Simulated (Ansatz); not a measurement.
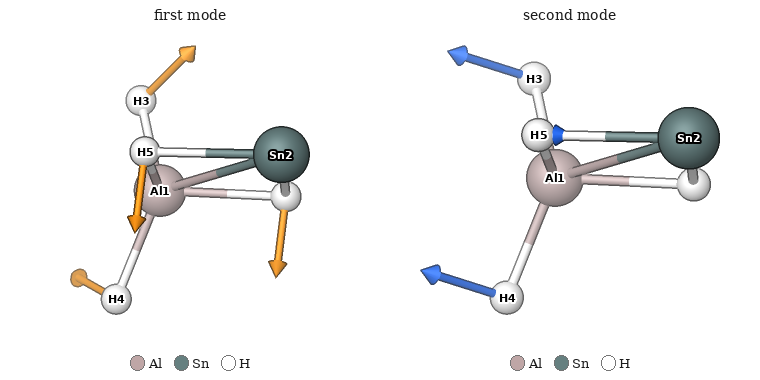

The system is AlH₄Sn, spin multiplicity 2; the picture shows the reference structure; its two panels give the patterns of the first and the second mode as arrows. First axis: normal mode 1 (207 cm⁻¹). Second axis: normal mode 3 (542 cm⁻¹). Nothing is relaxed (straight displacements along the two mass-weighted modes). The scan uses a 9 × 9 grid; 45 points were computed and 36 follow by symmetry. Energies are in kJ/mol, from the lowest grid point. These are results of Ansatz, UKS r2SCAN-D4/def2-TZVP, not measurements.

Its coordinates:

```xyz
6

Al   -0.0280   -0.6421    0.1586
Sn    0.0921    2.1190   -0.5235
H     0.9868   -1.1771    1.2486
H    -1.1051   -1.5368   -0.5784
H     0.8005    0.3778   -0.9908
H    -0.7463    0.8592    0.6856
```

Range: normal mode 1 (207 cm⁻¹) from −0.853 to 0.853 amu½·Å; normal mode 3 (542 cm⁻¹) from −0.689 to 0.689 amu½·Å.

**What landscape does the calculation give?**

The lowest grid point is at normal mode 1 (207 cm⁻¹) = 0.000 amu½·Å, normal mode 3 (542 cm⁻¹) = 0.000 amu½·Å. No other kind of well shows on this grid. The highest grid point, normal mode 1 (207 cm⁻¹) = 0.853 amu½·Å, normal mode 3 (542 cm⁻¹) = −0.689 amu½·Å, lies 47.8 kJ/mol above the lowest.

```tsv
normal mode 3 (542 cm⁻¹) ↓, normal mode 1 (207 cm⁻¹) →	−0.853	−0.640	−0.426	−0.213	0.000	0.213	0.426	0.640	0.853
0.689	47.7	38.7	33.4	30.8	30.0	30.8	33.4	38.7	47.8
0.517	31.6	23.3	18.6	16.3	15.7	16.3	18.6	23.3	31.6
0.345	20.7	13.0	8.9	7.1	6.6	7.1	8.9	13.0	20.7
0.172	14.5	7.3	3.6	2.0	1.6	2.0	3.6	7.3	14.5
0.000	12.5	5.4	1.9	0.4	0.0	0.4	1.8	5.4	12.5
−0.172	14.5	7.3	3.6	2.0	1.6	2.0	3.6	7.3	14.5
−0.345	20.7	13.0	8.9	7.1	6.6	7.1	8.9	13.0	20.7
−0.517	31.6	23.3	18.6	16.3	15.7	16.3	18.6	23.3	31.6
−0.689	47.7	38.7	33.4	30.8	30.0	30.8	33.4	38.7	47.8
```

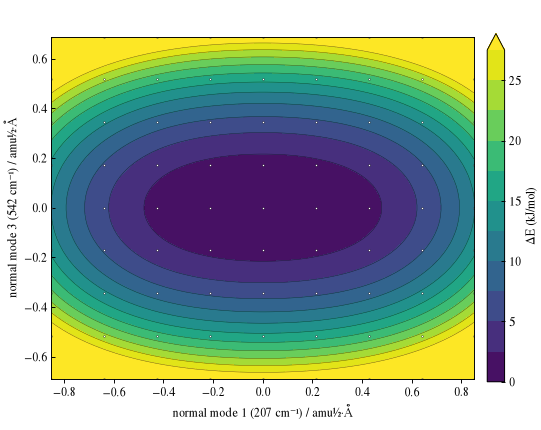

The picture shows filled contours, dots at the grid points, one colour for all values above the top of the scale. Between grid points the surface is interpolated.

Each point was launched as `ansatz run input.yaml --threads 1 --pin off --max-ram 2560MiB --backend cpu --events-out ev --progress --plain --runs-dir out`. Time for the 45 points that were run: 10 min on 1 thread of Arm Neoverse V1 (shared host).
